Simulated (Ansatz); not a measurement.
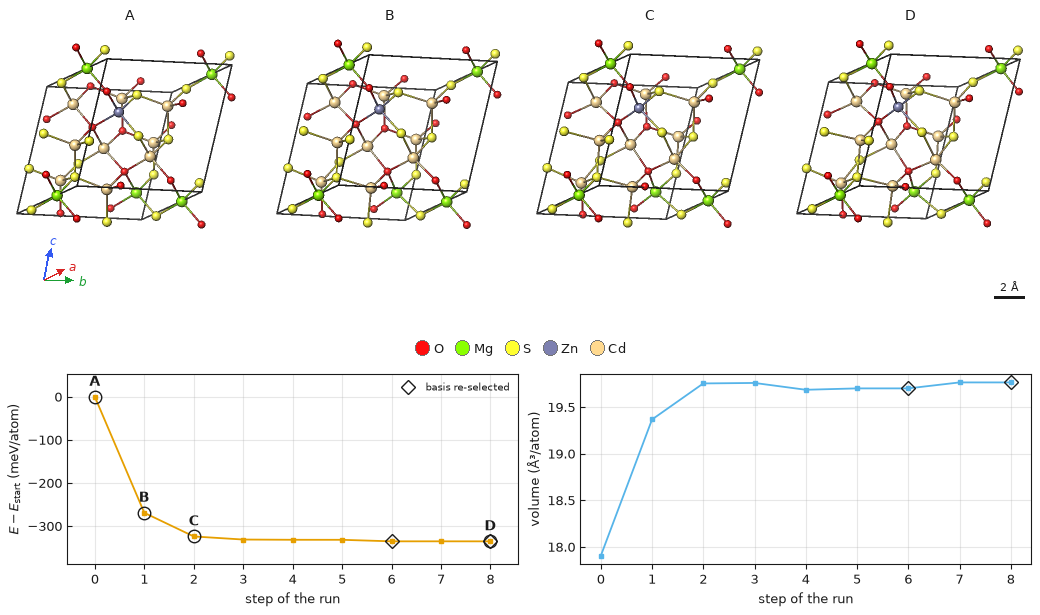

Frames of a relaxation of solid Mg2ZnCd9S6O6 (a generated structure, set up in P1) (coarse preliminary run), marked on the history of the run. The picture is a ball-and-stick view of the cell of the calculation, seen from a free direction.

Case: elements placed on the wurtzite lattice with like neighbours.

Computed with DFT PBE, scalar-relativistic, plane waves, PAW in Ansatz 0.2.0.

Input
```yaml
crystal:
  lattice:
    - [5.56444751, 3.21263525, 0.0]
    - [1.0e-08, 6.4252705, 6.0096033]
    - [5.5644475, -3.21263525, 6.0096033]
  atoms:
    - { symbol: O, position: [0.9769021518, 0.3546383696, 0.0245269233] }
    - { symbol: O, position: [0.9755768881, 0.6925834771, 0.6886389244] }
    - { symbol: O, position: [0.8899075984, 0.7790997497, 0.1028594095] }
    - { symbol: O, position: [0.890053921, 0.1054646045, 0.7719265584] }
    - { symbol: O, position: [0.3923732073, 0.6068570529, 0.2732027342] }
    - { symbol: O, position: [0.3836502044, 0.2725888255, 0.6092833034] }
    - { symbol: Mg, position: [0.1639253628, 0.8385141209, 0.1672369974] }
    - { symbol: Mg, position: [0.6668845174, 0.0011216678, 0.9969513144] }
    - { symbol: S, position: [0.9757004393, 0.0223925635, 0.3601198066] }
    - { symbol: S, position: [0.4792520135, 0.5255157863, 0.8549885446] }
    - { symbol: S, position: [0.4706232017, 0.8616329875, 0.5212082145] }
    - { symbol: S, position: [0.4809692918, 0.1856044465, 0.1924707732] }
    - { symbol: S, position: [0.8877181376, 0.4404986246, 0.4380319656] }
    - { symbol: S, position: [0.3940347529, 0.9414989287, 0.9391767713] }
    - { symbol: Zn, position: [0.665969113, 0.3346760066, 0.6690405789] }
    - { symbol: Cd, position: [0.1723737984, 0.167122321, 0.8304376175] }
    - { symbol: Cd, position: [0.16342665, 0.4967757171, 0.5012056447] }
    - { symbol: Cd, position: [0.6675376409, 0.6653125891, 0.3354316256] }
    - { symbol: Cd, position: [0.088714473, 0.2461438613, 0.253065767] }
    - { symbol: Cd, position: [0.084634514, 0.5806445451, 0.9143472461] }
    - { symbol: Cd, position: [0.086621668, 0.9135007052, 0.5820648513] }
    - { symbol: Cd, position: [0.5859353954, 0.4179326797, 0.0825838226] }
    - { symbol: Cd, position: [0.5816026122, 0.7453981256, 0.7544938609] }
    - { symbol: Cd, position: [0.5826660444, 0.0840867782, 0.4158513838] }
  symmetry: { detect: false }
basis:
  ecutwfc: 420
kpoints:
  mp_grid: { grid: [2, 2, 2], shift: [0.5, 0.5, 0.5] }
hamiltonian:
  xc: pbe
scf:
  occupations: { method: gaussian, width: 0.1 }
  lower_state_search: "off"
output:
  forces: true
  stress: true
  eigenvalues: true
relax:
  adjacent_minimum: "off"
  f_tol: 0.04
  max_steps: 50
  cell: { stress_tol: 0.3 }
```

Launched with:
```bash
ansatz run input.yaml --threads 4 --pin off --max-ram 9216MiB --backend cpu --events-out ev --progress --plain --runs-dir out
```

> Describe the path.

The largest move relative to the cell is that of Mg7, 0.45 Å roughly along −b. Largest moves by element: Mg 0.45 Å, Cd 0.44 Å, Zn 0.34 Å, O 0.28 Å, S 0.23 Å. The drawn cell changes as follows: a 6.425 → 6.601 Å (+2.7 %), b 8.798 → 9.106 Å (+3.5 %), c 8.798 → 9.132 Å (+3.8 %), α 78.5° → 77.5°, β 68.6° → 69.4°, γ 68.6° → 68.0°; the volume changes by +10.4 %. Some distances before and after: S13–Cd18 2.214 → 2.646 Å, S13–Cd17 2.272 → 2.651 Å, S14–Cd16 2.248 → 2.602 Å, S10–Cd23 2.186 → 2.496 Å. Bond angles that change, for instance: O3–Mg7–O5 110.0° → 129.3°, S9–Cd24–S12 110.9° → 93.1°, O6–Cd24–S12 109.3° → 125.8°. The space group stays P1 (No. 1). After 6 accepted moves (8 points after the start) the energy has fallen by 335 meV per atom. The largest force component goes from 3.2 to 0.0076 eV/Å. The pressure goes from 14.97 to 0.01 GPa. The SCF was repeated twice at an unchanged geometry on a basis and grid sized afresh for the cell, which shifted the energy by 3.5 meV per atom at most. Cost: 80 s on 4 threads of Intel(R) Xeon(R) 6975P-C (Granite Rapids) (shared host), peak memory 1.9 GiB. From step 0 to 1: Mg and Cd atoms move most (0.20 Å), volume +8.2 %, energy −269 meV per atom. From step 1 to 2: Cd24 moves most (0.21 Å), volume +2.0 %, energy −54.9 meV per atom. From step 2 to 8: Mg and Cd atoms move most (0.11 Å), energy −11.4 meV per atom.

```tsv
step	E − E(0), meV/atom	largest force component, eV/Å	pressure, GPa	volume, Å³/atom	note
0	0.00	3.2316	14.97	17.905	
1	-268.98	1.4266	2.85	19.368	
2	-323.86	0.6212	0.05	19.755	
3	-331.04	0.1696	-0.23	19.761	
4	-331.59	0.1031	0.06	19.687	
5	-331.66	0.0108	0.01	19.702	
6	-335.18	0.0112	0.24	19.702	same geometry, new basis
7	-335.17	0.0076	0.01	19.766	
8	-335.23	0.0076	0.01	19.766	same geometry, new basis
```
